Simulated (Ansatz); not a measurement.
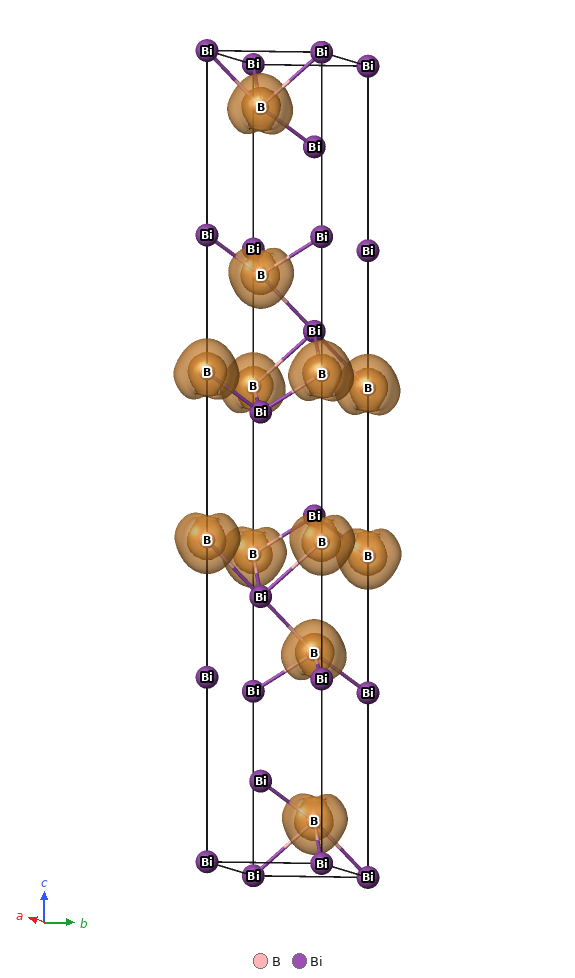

Figure. Bi₃B₂. Isosurface of the ELF at 0.65 (orange), seen at an oblique angle. Only the valence region is drawn (cores and ρ < 0.01 e/Å³ removed). Sticks mark near contacts.

Space group R-3m; started from the tetradymite_166 prototype, which need not be the ambient phase; computed without spin polarisation.

Method: DFT PBE, scalar-relativistic, plane waves, PAW (Ansatz 0.2.0).

Core electrons are frozen (PAW), and the valence fields are smoothed inside the atomic spheres.

```
CELL_PARAMETERS angstrom
3.78540 0.00000 0.00000
-1.89270 3.27825 0.00000
0.00000 0.00000 26.85905
ATOMIC_POSITIONS crystal
B 0.33333 0.66667 0.06318
B 0.00000 0.00000 0.39651
B 0.66667 0.33333 0.72984
B 0.33333 0.66667 0.27016
B 0.00000 0.00000 0.60349
B 0.66667 0.33333 0.93682
Bi 0.00000 0.00000 0.00000
Bi 0.66667 0.33333 0.33333
Bi 0.33333 0.66667 0.66667
Bi 0.00000 0.00000 0.22744
Bi 0.66667 0.33333 0.56077
Bi 0.33333 0.66667 0.89411
Bi 0.66667 0.33333 0.10589
Bi 0.33333 0.66667 0.43923
Bi 0.00000 0.00000 0.77256
```

Q: Describe the localisation domains.

A: The surface consists of six regions wrapped around B (the valence shell of each), counted in one cell of 15 atoms. Regions shared between cells count once.

Values along the shortest contacts:
Bi–B (2.47 Å): the ELF peaks at about 0.80 in the valence shell of B, 0.8 Å from its nucleus, and is about 0.50 at the midpoint. Bi–B (2.77 Å): the ELF peaks at about 0.75 in the valence shell of B, 0.8 Å from its nucleus, and drops to about 0.35 between the two atoms.
